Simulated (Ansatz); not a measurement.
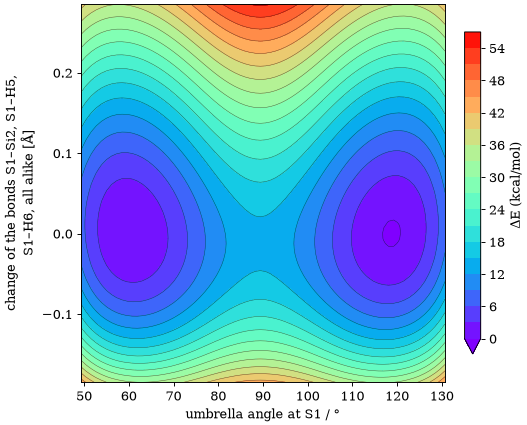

BH₄OSSi, SMILES [SH2+][SiH]1BO1, charge +1. First axis: umbrella angle at S1 (between each of its bonds and their common axis; 90 is planar). Second axis: change of the bonds S1–Si2, S1–H5, S1–H6, all alike. Nothing is relaxed (all other coordinates rigid). The scan uses a 9 × 9 grid. Points are written as (first, second). All energies are given in kcal/mol relative to the lowest grid point. The calculation used RKS r2SCAN0-D4/def2-SVP (Ansatz 0.2.0).

Drawn: filled contours. Between grid points the surface is interpolated.

The lowest grid point is at (120.5°, −0.008 Å). There is a further well near (59.5°, −0.008 Å) (0.21 kcal/mol above the lowest at that grid point). The highest grid point, (90.0°, 0.286 Å), lies 54.5 kcal/mol above the lowest. On the interpolated surface the easiest way out of the lowest well to the well at (59.5°, −0.008 Å) passes a barrier of about 14 kcal/mol. Round the minimum the two coordinates are weakly coupled (coupling −0.09 in units of the two stiffnesses).

The level of theory is changed to Ansatz 0.2.0, RKS PBE0-D4/def2-TZVP; with it change the reference geometry, relaxed at the new level; the new grid has 15 × 15 points, laid about the new relaxed structure.

What does this change do to the map?

The minimum (interpolated where it lies between grid points) moves from about (119°, 0.000 Å) to about (120°, 0.000 Å). The easiest pass out of the lowest well goes from about 14 to about 16 kcal/mol on the interpolated surfaces.

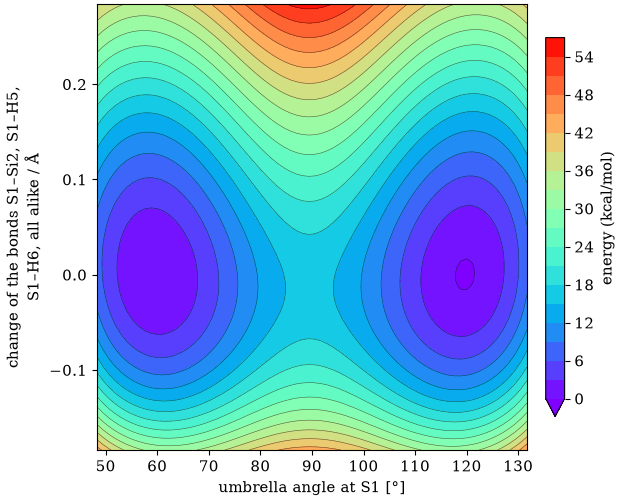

The map after the change, on a colour scale of its own. Drawn: filled contours. Between grid points the surface is interpolated.
